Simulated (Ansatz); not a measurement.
# One shape, several levels: SiH4S (Si(SH)H3)

We compute a comparison of 6 runs (UPBE/STO-3G, r2SCAN/STO-3G, r2SCAN0/STO-3G, wB97M-V/STO-3G, wB97X/STO-3G, UCCSD(T)/STO-3G) of SiH4S (Si(SH)H3). 

The results are computed with Ansatz 0.2.0.

54 further runs of the same task are left out: 54 set aside as unsound or not needed.

**1. The molecule**

The species is SiH4S (6 atoms), meant as a singlet with charge 0. As SMILES, `[H][Si]([H])([H])S`. The H6–Si1 distance was set to 2.186 Å, away from the relaxed value. At this shape a bond of the SMILES string is far longer than usual.

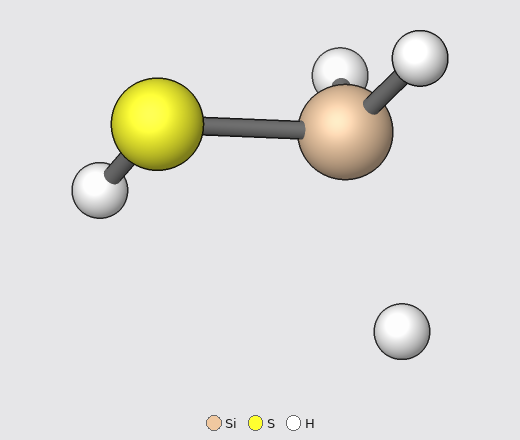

The structure, seen from a chosen angle (silicon light orange, sulfur yellow, hydrogen white).

**2. A single-point energy at UPBE/STO-3G (run 1)**

Input file in.yaml:

```yaml
crystal:
  periodic: [false, false, false]
  atoms:
    - {symbol: Si, position_ang: [0.552261, 0.590732, -0.340863]}
    - {symbol: S, position_ang: [0.604771, 0.625092, 1.805187]}
    - {symbol: H, position_ang: [-0.705759, 0.665182, 1.998957]}
    - {symbol: H, position_ang: [1.957061, 0.584582, -0.706233]}
    - {symbol: H, position_ang: [-0.152179, 1.785872, -0.786443]}
    - {symbol: H, position_ang: [-0.500900, -1.225100, -0.952020]}
basis:
  gaussian: {orbitals: STO-3G}
accuracy: high
hamiltonian: {xc: pbe}
magnetization: {spin_polarized: true, initial_magnetization: 0}
```

Started as:

```sh
$ ansatz run in.yaml --threads 1 --pin off --max-ram 2610MiB --events-out events.jsonl --progress --plain --runs-dir runs
```

The program printed:

```text
Warning: RAYON_NUM_THREADS=1 ignored (pool sized by the plan → 1); use --threads N
Functional definition: PBE
  name "PBE"
  parameter kappa = 0.804
  parameter beta = 0.06672455060314922
  exchange = pbe_x(kappa = kappa, mu = beta*pi^2/3)
  correlation = pbe_c(beta = beta)
388 factors; integrals over basis functions are off by at most 1.4e-8 eV
mean field evaluation 1: about -18551.9824 eV, gradient 1.6e1 eV
mean field evaluation 2: about -18545.9621 eV, gradient 2.5e1 eV
mean field evaluation 4: about -18554.4016 eV, gradient 1.3e0 eV
mean field evaluation 8: about -18554.3423 eV, gradient 6.4e-2 eV
mean field evaluation 16: about -18554.3423 eV, gradient 1.3e-7 eV
mean field -18554.34231738 eV, -681.8595035789 hartree, gradient 1.2e-8 eV, S^2 0.000000; 0 other end points of the search recorded, 0 dependent functions left out
reference -18554.34231932 eV, -681.8595036500 hartree; 17, 17 occupied and 5, 5 virtual orbitals, 388 factors
Total energy: -18554.34231932 eV, -681.8595036500 hartree
```

Wall time 2.3 s (1 thread of Arm Neoverse V1, shared host); peak memory 0.14 GiB.

**3. A single-point energy at r2SCAN/STO-3G (run 2)**

Input file in.yaml:

```yaml
crystal:
  periodic: [false, false, false]
  atoms:
    - symbol: Si
      position_ang: [0.552261, 0.590732, -0.340863]
    - symbol: S
      position_ang: [0.604771, 0.625092, 1.805187]
    - symbol: H
      position_ang: [-0.705759, 0.665182, 1.998957]
    - symbol: H
      position_ang: [1.957061, 0.584582, -0.706233]
    - symbol: H
      position_ang: [-0.152179, 1.785872, -0.786443]
    - symbol: H
      position_ang: [-0.500900, -1.225100, -0.952020]
basis:
  gaussian: {orbitals: STO-3G}
accuracy: high
hamiltonian: {xc: {name: r2SCAN}}
```

Started as:

```sh
$ ansatz run in.yaml --threads 1 --pin off --max-ram 2610MiB --events-out events.jsonl --progress --plain --runs-dir runs
```

The program printed:

```text
Warning: RAYON_NUM_THREADS=1 ignored (pool sized by the plan → 1); use --threads N
Functional definition: r2SCAN
  name "r2SCAN"
  parameter k0 = 0.174
  parameter k1 = 0.065
  parameter a1 = 4.9479
  exchange = r2scan_x(k0 = k0, k1 = k1, a1 = a1)
  correlation = r2scan_c
388 factors; integrals over basis functions are off by at most 1.4e-8 eV
mean field evaluation 1: about -18560.6487 eV, gradient 2.2e1 eV
mean field evaluation 2: about -18556.1050 eV, gradient 3.2e1 eV
mean field evaluation 4: about -18562.9018 eV, gradient 1.3e0 eV
mean field evaluation 8: about -18562.8330 eV, gradient 4.8e-2 eV
mean field evaluation 16: about -18562.8331 eV, gradient 4.7e-8 eV
mean field -18562.83306269 eV, -682.1715327138 hartree, gradient 5.6e-8 eV, S^2 0.000000; 0 other end points of the search recorded, 0 dependent functions left out
reference -18562.83306313 eV, -682.1715327298 hartree; 17, 17 occupied and 5, 5 virtual orbitals, 388 factors
Total energy: -18562.83306313 eV, -682.1715327298 hartree
```

Wall time 2.9 s (1 thread of Arm Neoverse V1, shared host); peak memory 0.14 GiB.

Runs 3 to 5 aren't shown in full; the table further down has their settings and results.

**4. A single-point energy at UCCSD(T)/STO-3G (run 6)**

Input file in.yaml:

```yaml
crystal:
  periodic: [false, false, false]
  atoms:
    - {symbol: Si, position_ang: [0.552261, 0.590732, -0.340863]}
    - {symbol: S, position_ang: [0.604771, 0.625092, 1.805187]}
    - {symbol: H, position_ang: [-0.705759, 0.665182, 1.998957]}
    - {symbol: H, position_ang: [1.957061, 0.584582, -0.706233]}
    - {symbol: H, position_ang: [-0.152179, 1.785872, -0.786443]}
    - {symbol: H, position_ang: [-0.500900, -1.225100, -0.952020]}
basis:
  gaussian: {orbitals: STO-3G}
magnetization: {spin_polarized: true, initial_magnetization: 0}
correlation: {method: ccsd_t, frozen_orbitals: {H: 0, S: 5, Si: 5}}
accuracy: high
scf: {omitted_lower_state_checks: [cluster_reference, increment]}
```

Started as:

```sh
$ ansatz run in.yaml --threads 1 --pin off --max-ram 2610MiB --events-out events.jsonl --progress --plain --runs-dir runs
```

The program printed, cut to the lines that bear on the results:

```text
Warning: RAYON_NUM_THREADS=1 ignored (pool sized by the plan → 1); use --threads N
Functional definition: HF
  name "HF"
[...]
388 factors; integrals over basis functions are off by at most 1.4e-8 eV
[...]
mean field -18530.59306079 eV, -680.9867344969 hartree, gradient 2.1e-8 eV, S^2 0.506908; 4 other end points of the search recorded, 0 dependent functions left out
10 core orbitals not correlated: weight in the atoms' cores, before any rotation towards them, 1.000 or more for the frozen orbitals, at most 0.000 for the correlated occupied ones
reference -18530.59306079 eV, -680.9867344969 hartree; 7, 7 occupied and 5, 5 virtual orbitals, 388 factors
second order -1.62699704 eV of doubles, -0.00000000 eV of singles
cycle   1  -2.14114396 eV  change   -5.1e-1 eV  update   7.9e-2
[...]
cycle  28  -3.09970875 eV  change   6.6e-10 eV  update   1.7e-9
perturbative correction -0.04833101 eV, -0.0017761318 hartree
Total energy: -18533.74110055 eV, -681.1024228241 hartree
Checks for a lower state left out: cluster_reference, increment
```

Run time: 0.4 s. Hardware: 1 thread of Arm Neoverse V1, shared host.

**5. Overview of the runs**

```csv
run,level,frozen core orbitals,energy (Eh),wall time
1,UPBE/STO-3G,–,-681.859504,2.3 s
2,r2SCAN/STO-3G,–,-682.171533,2.9 s
3,r2SCAN0/STO-3G,–,-682.175663,3.3 s
4,wB97M-V/STO-3G,–,-682.253255,22 s
5,wB97X/STO-3G,–,-682.192959,6.3 s
6,UCCSD(T)/STO-3G,10,-681.102423,0.4 s
```

**6. Summary of results**

| quantity | value |
| --- | --- |
| run 6: total energy | -681.10242 Eh |
| run 6: correlation energy (10 core orbitals frozen) | -115.7 mEh |
| run 6: (T) correction | -1.78 mEh |
| run 6: ⟨S²⟩ of the reference determinant | 0.507 |
| run 6: T1 diagnostic | 0.071 |

Totals of different functionals can't be ranked against each other. In runs 1, 2, 3, 4, 5, 6 the basis is minimal, so the values are rough. Spin contamination of the reference: run 6 ⟨S²⟩ = 0.51. All runs together took 37 s, the longest 22 s.
